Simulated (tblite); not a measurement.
Frequency calculation, with input and output: C3H12Ge2Si

- system: C3H12Ge2Si
- method: GFN2-xTB harmonic vibrations, gas phase (tblite 0.8.0)

It belongs to a series of runs on one base structure; here: H on Si replaced by cPr.

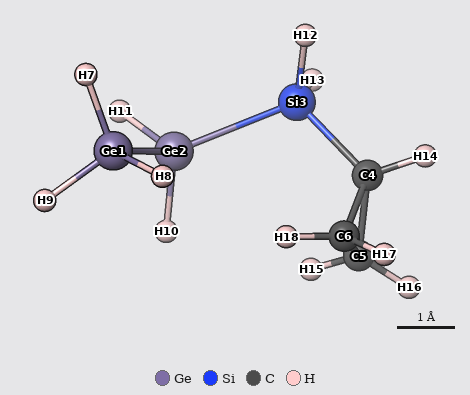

The structure (ball-and-stick view, seen at a tilt; atoms are numbered from 1 in the order of the input). Sticks mark near contacts.

The input:
```
{"job": {"kind": "ir", "xc": "GFN2-xTB", "basis": "xTB"}, "charge": 0, "multiplicity": 1}
Ge     2.921908    -0.704442    -0.013910
Ge     1.297445     0.916056     0.641575
Si    -0.476666     1.445599    -0.813252
C     -1.831416     0.148848    -0.651069
C     -2.254446    -0.315331     0.714445
C     -1.485239    -1.232786    -0.172612
H      3.896700    -0.215950    -1.046707
H      2.342940    -1.948160    -0.632787
H      3.790221    -1.226321     1.095615
H      0.840103     0.500381     2.027804
H      2.097216     2.153485     0.997337
H      0.003064     1.452703    -2.201735
H     -1.025821     2.770238    -0.500023
H     -2.623454     0.199282    -1.389041
H     -1.750550     0.102014     1.576211
H     -3.301108    -0.519758     0.886302
H     -1.996249    -2.075596    -0.614492
H     -0.453407    -1.443944     0.084684
```

The first line tells a small driver script what to run in tblite; the rest is the geometry in Å.

Command:
```bash
OMP_NUM_THREADS=1 python <driver script> task.json out
```

The program's output:
```
mode    cm-1     km/mol
  1     -29.0      0.01
  2      25.9      0.01
  3      54.8      0.37
  4      74.9      0.45
  5     102.5      1.69
  6     226.0      1.18
  7     242.7      2.82
  8     259.4     27.13
  9     298.8      3.41
 10     355.5      1.20
 11     374.8     38.39
 12     386.6      9.35
 13     438.8     28.53
 14     569.6     17.60
 15     591.6    846.68
 16     620.2     90.34
 17     638.0    108.63
 18     718.2    200.51
 19     775.4    220.02
 20     804.6    179.16
 21     812.9    372.29
 22     846.6     11.44
 23     876.5    171.18
 24     879.1    135.08
 25     890.9    149.92
 26     957.5      0.18
 27    1000.6     20.64
 28    1015.5     24.14
 29    1066.7      0.71
 30    1071.2      0.28
 31    1101.2      0.13
 32    1152.8      0.36
 33    1234.6      3.85
 34    1342.2     13.29
 35    1443.4      0.41
 36    1485.6      0.39
 37    1831.2    296.16
 38    1898.6    321.74
 39    1903.4    485.51
 40    1992.0    620.64
 41    2004.7    597.09
 42    2201.9    322.21
 43    2210.7    339.74
 44    3023.0     17.20
 45    3029.7     42.61
 46    3056.7     26.04
 47    3080.6     19.53
 48    3091.8     68.72
```

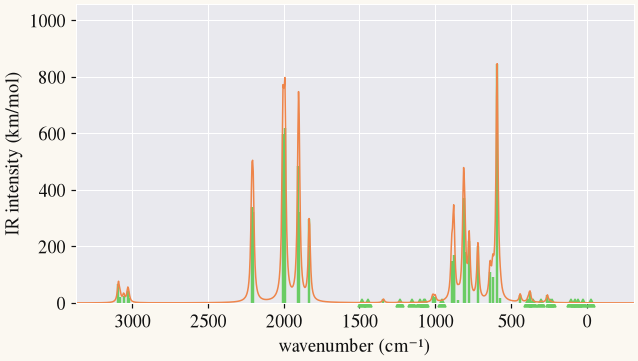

Harmonic infrared spectrum, unscaled: sticks (degenerate modes added up, dark ones marked on the axis) with a Lorentzian envelope of 16 cm⁻¹ full width, scaled to the tallest stick; imaginary modes are drawn at negative wavenumbers. 48 modes from 29i to 3092 cm⁻¹, 1 imaginary beyond 8i (29i cm⁻¹): not a clean minimum; so soft a mode can be a shallow saddle, an incomplete relaxation or noise of the force constants. The strongest line is at 592 cm⁻¹ (847 km/mol).

Summary:

| quantity | value |
| --- | --- |
| outcome | converged |
| total energy | −492.4445 eV |
| zero-point energy | 77.2830 kcal/mol |
| hardware | 1 CPU thread, shared host |
| wall time | 1.4 s |
| peak memory | 0.18 GiB |
